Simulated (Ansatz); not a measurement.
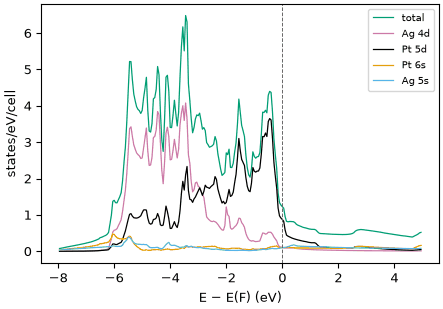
Fig. 1. Total and projected density of states of AgPt (L1₀ or tetragonal B2, P4/mmm), plane-wave PAW PBE (Ansatz code)

Q: Which orbitals carry the states next to the Fermi level?

A: Within 0.5 eV of the Fermi level: Pt 5d 73 %, Ag 4d 12 %, Pt 6s 6 %, Ag 5s 6 %. Projections are on Löwdin-orthogonalised atomic valence shells; empty p or d shells of many metals are not among them.

Q: Where is the tallest occupied peak in this window, and what makes it?

A: Near -3.4 eV, about 6.5 states/eV per cell; the largest projected share is Ag 4d.

The start of the workflow was typed in or built on a structure type; neither database checked (COD, Materials Project) lists it. Whether it is the stable phase at ambient conditions was not checked. Symmetry was held in the PBE relaxation; its stability against distortions is not shown here. No spin polarisation was allowed. Scalar-relativistic: spin–orbit coupling is off unless named, which matters more the heavier the elements.

Potentials: the earlier of the program's two PAW sets.
